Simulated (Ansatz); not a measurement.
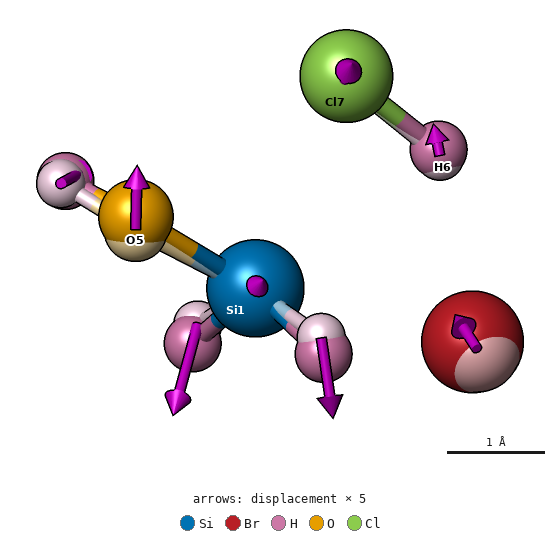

A constrained relaxation of SiH4OBrCl. The starting structure is drawn faded, the final one solid; purple arrows show the displacements, magnified 5 times. The two geometries are superimposed by the best rigid fit.

A ball-and-stick model, seen at a tilt.

The reaction that was planned forms Si1–Cl7, Br2–H6 and breaks Si1–Br2, H6–Cl7 (atoms numbered from 1 in input order).

The calculation used RKS PBE0-D4/def2-SVP in Ansatz. Settings: held fixed: the distance between atoms 1 (Si) and 7 (Cl), the distance between atoms 2 (Br) and 6 (H), the distance between atoms 1 (Si) and 2 (Br), the distance between atoms 6 (H) and 7 (Cl), counting from 1; force threshold 0.04 eV/Å; at most 150 steps.

**Which element moves most?**

Hydrogen: up to 0.23 Å, against 0.14 Å for oxygen.

**What did the optimiser do to the structure, and how much energy did it gain?**

After 6 accepted moves (7 points after the start) the energy has fallen by 15.6 kJ/mol. The largest force component goes from 0.91 to 0.0059 eV/Å. The line search rejected the trial step at point 6 of the run. An H atom moves most after the best rigid fit: 0.23 Å. By element the largest moves are H 0.23 Å, O 0.14 Å, Br 0.12 Å, Cl 0.10 Å, Si 0.06 Å. Among the contacts that change: O–Si 1.623 → 1.664 Å, H–Si 1.450 → 1.481 Å, H–O 0.954 → 0.963 Å. Among the angles between lasting bonds that change: H–Si–H 145.4° → 129.9°, Si–O–H 129.5° → 117.3°, H–Si–O 93.2° → 100.3°.
